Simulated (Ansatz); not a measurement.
## ReS2 (P-1): spin-orbit coupling beyond the local functionals

Aim: the spin-orbit change of the gap of ReS2 (P-1).

Method: density functionals with and without spin-orbit coupling, plane waves, PAW, in Ansatz 0.2.0.

**What was measured.**

- Gap 1.47 ± 0.03 eV: onset of direct optical absorption; optical transmission; bulk crystal (single crystal grown by iodine chemical vapour transport) (“Narrow-band anisotropic electronic structure of ReS2”, 2017, arxiv:1703.04725).

- Gap 1.4 ± 0.07 eV: bulk gap, range of earlier optical and transport experiments; optical spectroscopies and electronic transport; bulk crystal (quoted in “Prevalence of oxygen defects in an in-plane anisotropic transition metal dichalcogenide”, 2020, arxiv:2010.04695).

- Gap 1.46 eV: band-edge emission peak from CL; cathodoluminescence; film (about 20 nm PLD film on MoS2 template, c plane vertical) (“Growth of epitaxial ReS2 thin film by pulsed laser deposition”, 2018, arxiv:1810.09738).

### 1. The structure

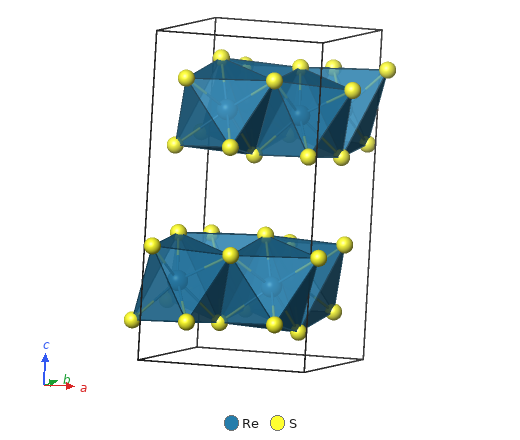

The starting structure, seen slightly off an axis (rhenium blue, sulfur yellow). Some periodic images of atoms are drawn too.

The structure was relaxed with LDA. The runs that relaxed it are not among those shown. Spin-orbit coupling is left out unless a step names it. The default PAW set here is soft_2. Its files were made with PBE.

### 2. HSE06, 2×2×2 mesh

This step: DFT, HSE06, plane waves, PAW.

The input, input.yaml:

```yaml
crystal:
  lattice:
    - [6.2989537799, -0.00646894, -0.0061714448]
    - [3.087508251, 5.6095758075, 0.0084334608]
    - [0.112720449, 3.3474939886, 12.0062539056]
  atoms:
    - { symbol: Re, position: [0.1875100997, 0.0651749851, 0.2459762644] }
    - { symbol: Re, position: [0.3124637612, 0.434739391, 0.2540115758] }
    - { symbol: Re, position: [0.761731171, 0.0364124181, 0.2487564653] }
    - { symbol: Re, position: [0.6875362388, 0.565260609, 0.7459884242] }
    - { symbol: Re, position: [0.8124899003, 0.9348250149, 0.7540237356] }
    - { symbol: Re, position: [0.2617566349, 0.5364951982, 0.7487693656] }
    - { symbol: Re, position: [0.7382433651, 0.4635048018, 0.2512306344] }
    - { symbol: Re, position: [0.238268829, 0.9635875819, 0.7512435347] }
    - { symbol: S, position: [0.9062849715, 0.7128833878, 0.1521538372] }
    - { symbol: S, position: [0.6014588571, 0.7791565756, 0.8796751717] }
    - { symbol: S, position: [0.3640402707, 0.7527491867, 0.1385837188] }
    - { symbol: S, position: [0.1446811686, 0.7217048739, 0.8943923913] }
    - { symbol: S, position: [0.3553470861, 0.7783724024, 0.6056207948] }
    - { symbol: S, position: [0.135933882, 0.7471647778, 0.3614074152] }
    - { symbol: S, position: [0.6359597293, 0.2472508133, 0.8614162812] }
    - { symbol: S, position: [0.864066118, 0.2528352222, 0.6385925848] }
    - { symbol: S, position: [0.101423838, 0.2790806017, 0.3796591661] }
    - { symbol: S, position: [0.5936918728, 0.787028944, 0.3478334048] }
    - { symbol: S, position: [0.0937150285, 0.2871166122, 0.8478461628] }
    - { symbol: S, position: [0.4063081272, 0.212971056, 0.6521665952] }
    - { symbol: S, position: [0.8553188314, 0.2782951261, 0.1056076087] }
    - { symbol: S, position: [0.6446529139, 0.2216275976, 0.3943792052] }
    - { symbol: S, position: [0.3985411429, 0.2208434244, 0.1203248283] }
    - { symbol: S, position: [0.898576162, 0.7209193983, 0.6203408339] }
kpoints:
  mp_grid: { grid: [2, 2, 2] }
  band_path:
    path:
      - [0.0, 0.0, 0.0]
      - [0.5, 0.0, 0.0]
      - [0.0, 0.0, -0.5]
      - [0.0, 0.5, 0.5]
      - [0.5, 0.5, 0.0]
      - [0.0, 0.5, 0.0]
      - [0.5, 0.5, 0.5]
      - [0.5, 0.0, -0.5]
      - [0.0, 0.25, -0.5]
    npoints: 1
hamiltonian:
  xc: hse06
scf:
  occupations: { method: fixed }
  n_extra_bands: 12
output:
  eigenvalues: true
```

Started as:

```console
$ ansatz run input.yaml --threads 3 --pin off --max-ram 92160MiB --backend cuda --events-out ev --progress --plain --runs-dir out --devices 1 --max-vram 13GiB
```

Numbers of over 12 decimals in the logs are rounded to 6 here.

The program printed:

```text
scf.n_extra_bands = 12 over 108 filled bands (N_el = 216.0): the run solves 120 bands
GPUs: using 1 of 1 available (devices: 1).
Engine: ansatz 0.2.0, x86_64-unknown-linux-gnu
Pseudopotentials: kind: paw
Pseudopotential: Re, paw, valence charge 15, recommended cutoff 420 eV (normal), Re.paw.azcp
Pseudopotential: S, paw, valence charge 6, recommended cutoff 420 eV (normal), S.paw.azcp
Functional definition: HSE06
  parameter a = 0.25
  parameter omega = 0.11/bohr
  exchange = pbe_x - a*pbe_x_sr(omega) + a*exact_x_sr(omega)
  correlation = pbe_c
davidson cushion auto → on  (no smearing: the cushion is to keep the highest requested band from converging to the state above it; pin scf.eigensolver.cushion to override)
device memory: the entry about to start is reckoned to put 5.5 GiB on a device that reports 56.6 GiB free (of which the cap on the GPU budget leaves the run 13.0 GiB)
GPU FFT provider: cuFFT
GPU libraries: cuBLAS 13.8.2, cuFFT 12.4.0, cuSOLVER 12.3.4
Crystal: 24 atoms, lattice volume = 424.237 Å³
Basis set: ecut = 420 eV, 8317 PW (Γ)
Bands: 120, of which v1, the nominal top of the filled ones, is band 108 counted from 1 (107 counted from 0)
Symmetry: 2 space group operations
Space group: P-1 (ITA 2), of the structure as read, at distance tolerance 7.5e-5 Å
k-points: 8
Non-local potential: Re, projectors of the file, l = 0: 3, l = 1: 2, l = 2: 2, l = 3: 1
Non-local potential: S, projectors of the file, l = 0: 2, l = 1: 2, l = 2: 2
PAW form: soft (Blöchl's): semilocal exchange-correlation on the pseudo side does not see the compensation charge
PAW frozen core: Re, regenerated for the run's functional, and the local potential with it (the file was generated under x = pbe(κ = 0.804, μ = 0.219515), c = pbe(β = 0.066725))
PAW frozen core: S, regenerated for the run's functional, and the local potential with it (the file was generated under x = pbe(κ = 0.804, μ = 0.219515), c = pbe(β = 0.066725))
PAW one-centre angular grid: Re, 590 points (default); XC on 64 Gauss nodes
PAW one-centre angular grid: S, 110 points (default); XC on 64 Gauss nodes
Initial density: superposition of atomic densities (neutral atoms: chi_scale 0, normalization atom), corrected by the library's trained network
Initial wavefunctions: pseudopotential atomic-orbital guess
GPU buffer pool allocated for 182250 grid points (all kernels)
GPU transforms: local potential and band sums: pruned to the plane-wave sphere, on 45×45×90
Functional: x = pbe(κ = 0.804, μ = 0.219515), c = pbe(β = 0.066725), warm-up for x = pbe(κ = 0.804, μ = 0.219515) + 0.25 (exact − pbe) at short range (hse, ω = 0.207870 Å⁻¹), c = pbe(β = 0.066725); HSE06 as pw.x's `hse` composes it (authors' and Libxc's form: `xc: wpbeh`)
[...]
iter 6 solved again at ethr=1.80e-10 eV; its pass at ethr=2.47e-9 eV (dr2=3.89e-7 eV) is discarded
SCF iter   6: F=—  HF=-101408.609662 eV  |F-HF|=—  |Δ(HF+E_count)|=   7.74e-7  Δρ=5.87e-6  dr2=2.10e-6  ethr=1.80e-10  ⟨swp⟩=3.0  Hψ=4348  notcnv=0
SCF iter   7: F=—  HF=-101408.609670 eV  |F-HF|=—  |Δ(HF+E_count)|=   8.48e-6  Δρ=1.24e-5  dr2=6.27e-7  ethr=1.76e-10  ⟨swp⟩=6.5  Hψ=3282  notcnv=0  defer=12
SCF iter   8: F=—  HF=-101408.609670 eV  |F-HF|=—  |Δ(HF+E_count)|=   1.10e-7  Δρ=4.40e-6  dr2=3.78e-7  ethr=1.76e-10  ⟨swp⟩=3.0  Hψ=2228  notcnv=0
SCF iter   9: F=—  HF=-101408.609671 eV  |F-HF|=—  |Δ(HF+E_count)|=   1.31e-6  Δρ=5.69e-6  dr2=1.29e-7  ethr=1.94e-11  ⟨swp⟩=7.0  Hψ=3442  notcnv=0  defer=24
SCF iter  10: F=-101408.609671 eV  HF=-101408.609671 eV  |F-HF|=1.15e-8  |Δ(HF+E_count)|=   1.79e-7  Δρ=2.49e-6  dr2=2.11e-8  ethr=1.94e-11  ⟨swp⟩=5.8  Hψ=2674  notcnv=0  defer=48
SCF 3 converged in 10 iterations: F = -101408.609671 eV  dr2 = 2.11e-8
hybrid outer 2: dexx = +1.139e-4 eV, tail = 3.37e-7 eV, Δε = 4.49e-3 eV (about 1.07e-4 eV left of the loop's levels)
the search or the solves at the SCF's close seem to have found levels that the self-consistency loop had missed (the run counts 2). By its estimate they hold under 1e-12 electrons; where the run keeps them, the occupations were computed again with them
device memory: the entry about to start is reckoned to put 2.1 GiB on a device that reports 52.6 GiB free (of which the cap on the GPU budget leaves the run 13.0 GiB)
NSCF: frozen V_eff on 9 k-points
hybrid SCF converged: 2 outer / 19 inner (+6 warm-up), last move |dexx| = 1.14e-4 eV, tail = 3.37e-7 eV
Stability not checked: this state was not tested for a lower state beside it, because the functional holds exact exchange (a hybrid, or Hartree-Fock), whose exchange loop this test does not read (fock_operator; see scf.lower_state_search)
Free energy (F): -101408.609675 eV
Frozen-core exchange: fock
Harris-Foulkes:  -101408.609675 eV  (|F-HF|=1.15e-8)
Internal energy: -101408.609675 eV  (E = F + TS)
E sigma→0 (E₀):  -101408.609675 eV
Fermi energy:    10.697716 eV
--- Per-component energies (eV) ---
  E_band       = -2105.029623
  E_kinetic    = 6053.046537
  E_local      = -18115.547590  (includes V_loc(G=0)·N_el)
  E_nonlocal   = 848.788202
  E_hartree    = 7267.488175
  E_xc         = -3803.485087
  E_vxc        = -3053.568604  (∫ρ·V_xc dr)
  E_exx        = -547.730743  (= α·E_x^exact, valence–valence)
  E_paw        = -79327.498035  (= ΣΔE_a)
  E_vpaw       = -1277.264337  (= ΣTr[D̂ρ^β])
  E_aug_tail   = -0.000554  (compensation charges beyond the density's cutoff)
  E_ewald      = -13761.263082
  E_core_change = -22.407498  (= ΣΔE_core)
  E_smearing   = -0.000000  (= −TS)
  E_closure    = 0.000000  (closes the sum)
  Σ components = -101408.609675   (vs F -101408.609675, Δ=0.00e0)
--- Band table (eV; the first three rows and the last of 8) ---
  k-point 0: bands = [... 104 lower, 10.2766, 10.3466, 10.3781, 10.6977, 12.5483, 12.7476, 13.3261, 13.3788, ... 8 higher]
  k-point 1: bands = [... 104 lower, 10.2388, 10.2388, 10.6238, 10.6240, 12.6469, 12.6470, 13.3564, 13.3564, ... 8 higher]
  k-point 2: bands = [... 104 lower, 10.1300, 10.1301, 10.3525, 10.3525, 12.8912, 12.8912, 13.2815, 13.2815, ... 8 higher]
  k-point 7: bands = [... 104 lower, 10.0075, 10.0076, 10.1315, 10.1316, 12.8781, 12.8782, 13.0943, 13.0944, ... 8 higher]
```

Run time: 80 s. Hardware: 1 × NVIDIA H100 80GB HBM3 (shared by 6 runs) with 3 threads of AMD EPYC 7R13 (Zen 3), shared host; peak memory 1.9 GiB.

Numbers from this step:

- gap: 1.851 eV
- valence top at: Γ
- conduction bottom at: Γ
- least direct gap: 1.851 eV
- exact-exchange fraction: 0.25

The gap is direct, at Γ.

### 3. HSE06+SOC, 2×2×2 mesh

Spin-orbit coupling can split or shift the edges; a non-collinear run measures by how much.

This step: DFT, HSE06 with spin-orbit coupling, plane waves, PAW.

Changes to input.yaml since step 2:

```diff
@@ -48,4 +48,11 @@
   occupations: { method: fixed }
-  n_extra_bands: 12
+  n_extra_bands: 24
+magnetization:
+  noncollinear: true
+  spin_orbit: true
 output:
   eigenvalues: true
+  write_density: true
+  write_potential: true
+  elf: true
+  volumetric_format: npy
```

The program printed:

```text
[...]
GPUs: using 1 of 1 available (devices: 1).
[...]
non-collinear run that drives no moment, with spin-orbit: no starting moment large enough to seed its density (crystal.atoms[].spin), no starting occupations that ask for one, no magnetisation constraint and no magnetic field, so the semilocal B_xc is pinned to zero
[...]
GPU FFT provider: cuFFT
GPU libraries: cuBLAS 13.8.2, cuFFT 12.4.0, cuSOLVER 12.3.4
Crystal: 24 atoms, lattice volume = 424.237 Å³
Basis set: ecut = 420 eV, 8317 PW (Γ)
Bands: 240, of which v1, the nominal top of the filled ones, is band 216 counted from 1 (215 counted from 0)
Symmetry: 2 space group operations + 2 with time reversal
[...]
k-points: 8
Projection manifold: j_resolved (fully-relativistic pseudo-atomic orbitals)
[...]
GPU buffer pool allocated for 182250 grid points (all kernels)
[...]
SCF iter   1: F=—  HF=-101615.643487 eV  |F-HF|=—  |Δ(HF+E_count)|=         —  Δρ=6.33e-2  dr2=6.19e1  dr2_m=0.00e0 (ungated)  ethr=1.00e-1  |M|=0.00e0 ∫|m|=0.00e0 μB  |m|>n=0.0e0 m-floor=0.0e0 τ_xc=0.0e0  β_m=0.30  ⟨swp⟩=3.1  Hψ=7565  notcnv=0
[...]
SCF iter  10: F=-101605.207417 eV  HF=-101605.207445 eV  |F-HF|=2.84e-5  |Δ(HF+E_count)|=   2.07e-4  Δρ=1.18e-4  dr2=5.55e-5  dr2_m=0.00e0 (ungated)  ethr=1.09e-6  |M|=0.00e0 ∫|m|=0.00e0 μB  |m|>n=0.0e0 m-floor=0.0e0 τ_xc=0.0e0  ⟨swp⟩=3.0  Hψ=4323  notcnv=0
SCF 1 stopped early in 10 iterations: F = -101605.207417 eV  dr2 = 5.55e-5
[...]
GPU FFT provider: cuFFT
GPU libraries: cuBLAS 13.8.2, cuFFT 12.4.0, cuSOLVER 12.3.4
Projection manifold: j_resolved (fully-relativistic pseudo-atomic orbitals)
[...]
GPU buffer pool allocated for 182250 grid points (all kernels)
[...]
Frozen-core exchange: fock
SCF iter   1: F=—  HF=-101466.325844 eV  |F-HF|=—  |Δ(HF+E_count)|=         —  Δρ=6.67e-3  dr2=1.80e-1  dr2_m=0.00e0 (ungated)  ethr=2.57e-7  |M|=0.00e0 ∫|m|=0.00e0 μB  |m|>n=0.0e0 m-floor=0.0e0 τ_xc=0.0e0  β_m=0.30  ⟨swp⟩=8.0  Hψ=12058  notcnv=0
[...]
SCF iter   8: F=-101466.337025 eV  HF=-101466.337042 eV  |F-HF|=1.68e-5  |Δ(HF+E_count)|=   7.68e-5  Δρ=6.18e-5  dr2=2.66e-5  dr2_m=0.00e0 (ungated)  ethr=1.03e-7  |M|=0.00e0 ∫|m|=0.00e0 μB  |m|>n=0.0e0 m-floor=0.0e0 τ_xc=0.0e0  ⟨swp⟩=3.0  Hψ=4562  notcnv=0
SCF 2 stopped early in 8 iterations: F = -101466.337025 eV  dr2 = 2.66e-5
[...]
hybrid outer 1: dexx = +1.009e-1 eV, tail = 3.76e-4 eV
GPU FFT provider: cuFFT
GPU libraries: cuBLAS 13.8.2, cuFFT 12.4.0, cuSOLVER 12.3.4
Projection manifold: j_resolved (fully-relativistic pseudo-atomic orbitals)
GPU buffer pool allocated for 182250 grid points (all kernels)
[...]
Frozen-core exchange: fock
SCF iter   1: F=—  HF=-101466.337833 eV  |F-HF|=—  |Δ(HF+E_count)|=         —  Δρ=1.31e-4  dr2=6.95e-5  dr2_m=0.00e0 (ungated)  ethr=8.69e-7  |M|=0.00e0 ∫|m|=0.00e0 μB  |m|>n=0.0e0 m-floor=0.0e0 τ_xc=0.0e0  β_m=0.30  ⟨swp⟩=3.8  Hψ=4578  notcnv=0
[...]
SCF iter   9: F=-101466.337887 eV  HF=-101466.337887 eV  |F-HF|=2.29e-8  |Δ(HF+E_count)|=   1.03e-8  Δρ=5.47e-6  dr2=4.28e-8  dr2_m=0.00e0 (ungated)  ethr=7.49e-11  |M|=0.00e0 ∫|m|=0.00e0 μB  |m|>n=0.0e0 m-floor=0.0e0 τ_xc=0.0e0  ⟨swp⟩=4.8  Hψ=4692  notcnv=0  defer=144
SCF 3 converged in 9 iterations: F = -101466.337887 eV  dr2 = 4.28e-8
[...]
NSCF: frozen V_eff on 9 k-points
[...]
Magnetization: |M| = 0.0000 μB,  M = (+0.0000, +0.0000, +0.0000) μB
Absolute magnetization: 0.0000 μB (∫|m|)
  site 0: m = (+0.0000, +0.0000, +0.0000) μB, |m| = 0.0000 μB  (R = 0.95 Å)
  site 1: m = (+0.0000, +0.0000, +0.0000) μB, |m| = 0.0000 μB  (R = 0.95 Å)
  site 2: m = (+0.0000, +0.0000, +0.0000) μB, |m| = 0.0000 μB  (R = 0.96 Å)
  site 3: m = (+0.0000, +0.0000, +0.0000) μB, |m| = 0.0000 μB  (R = 0.95 Å)
  site 4: m = (+0.0000, +0.0000, +0.0000) μB, |m| = 0.0000 μB  (R = 0.95 Å)
  site 5: m = (+0.0000, +0.0000, +0.0000) μB, |m| = 0.0000 μB  (R = 0.96 Å)
  site 6: m = (+0.0000, +0.0000, +0.0000) μB, |m| = 0.0000 μB  (R = 0.96 Å)
  site 7: m = (+0.0000, +0.0000, +0.0000) μB, |m| = 0.0000 μB  (R = 0.96 Å)
[...]
site 20: m = (+0.0000, +0.0000, +0.0000) μB, |m| = 0.0000 μB  (R = 0.96 Å)
  site 21: m = (+0.0000, +0.0000, +0.0000) μB, |m| = 0.0000 μB  (R = 0.96 Å)
  site 22: m = (+0.0000, +0.0000, +0.0000) μB, |m| = 0.0000 μB  (R = 0.95 Å)
  site 23: m = (+0.0000, +0.0000, +0.0000) μB, |m| = 0.0000 μB  (R = 0.95 Å)
Free energy (F): -101466.337890 eV
Frozen-core exchange: fock
[...]
Internal energy: -101466.337890 eV  (E = F + TS)
E sigma→0 (E₀):  -101466.337890 eV
Fermi energy:    10.858096 eV
[...]
--- Band table (eV; the first three rows and the last of 8) ---
  k-point 0: bands = [... 212 lower, 10.4485, 10.4485, 10.8581, 10.8581, 12.5139, 12.5139, 12.6956, 12.6956, ... 20 higher]
  k-point 1: bands = [... 212 lower, 10.7450, 10.7450, 10.7451, 10.7451, 12.6044, 12.6044, 12.6044, 12.6044, ... 20 higher]
  k-point 2: bands = [... 212 lower, 10.5177, 10.5177, 10.5177, 10.5177, 12.8367, 12.8367, 12.8368, 12.8368, ... 20 higher]
  k-point 7: bands = [... 212 lower, 10.1954, 10.1954, 10.1955, 10.1955, 12.8376, 12.8376, 12.8376, 12.8376, ... 20 higher]
```

The job ended after 5.8 min (1 × NVIDIA H100 80GB HBM3 (shared by 6 runs) with 3 threads; peak memory 4.4 GiB; 11 min of CPU time).

Numbers from this step:

```
gap                     : 1.656 eV
valence top at          : Γ
conduction bottom at    : Γ
least direct gap        : 1.656 eV
exact-exchange fraction : 0.25
```

The gap stands −0.19 eV against HSE06.

### 4. Together

Times are wall times on 1 × NVIDIA H100 80GB HBM3 (shared by 6 runs) with 3 threads of AMD EPYC 7R13 (Zen 3), shared host, good to a factor of about two.

```tsv
level	gap (eV)	with coupling (eV)	change (eV)	time	with coupling
HSE06	1.85	1.66	−0.19	80 s	5.8 min
```

### 5. Summary of results

```
HSE06     : 1.85 eV
HSE06+SOC : 1.66 eV
```

What this shows: Spin-orbit coupling changes the gap by −0.19 eV and the least direct gap by −0.19 eV. Against experiment, by HSE06+SOC: the direct gap of 1.66 eV lies +0.19 eV from the measured 1.47 ± 0.03 eV (direct, 2017); the gap of 1.66 eV lies +0.26 eV from the measured 1.4 ± 0.07 eV (transport, quoted 2020); the direct gap of 1.66 eV lies +0.20 eV from the measured 1.46 eV (exciton, 2018). An exciton line or allowed optical edge lies below the quasiparticle gap by the binding energy; a forbidden edge can push the onset above it. The lattice is static and excitons are left out. The runs have no spin polarisation. For a closed low-spin shell that is the natural state; where a d or f shell is open it is a constraint, and the gap is then not the crystal's own.

[Paths, hosts, dates, memory and timing lines, banners, echoed tables and standing remarks are left out of the program output.]

[Logs are printed without paths, hosts, clocks, repeated set-up lines and the standing remarks that a program may print on its own settings, such as how far it seeks lower states.]

[Runs of the session that timed out or met a known fault of the program may be left out.]

[Cells called generated may have been cut or substituted from an entry of the Crystallography Open Database or the Materials Project.]

[Hosts, paths, dates, database ids (printed as entryN), source tags and the programs' standing remarks are cut or masked in the printed files.]
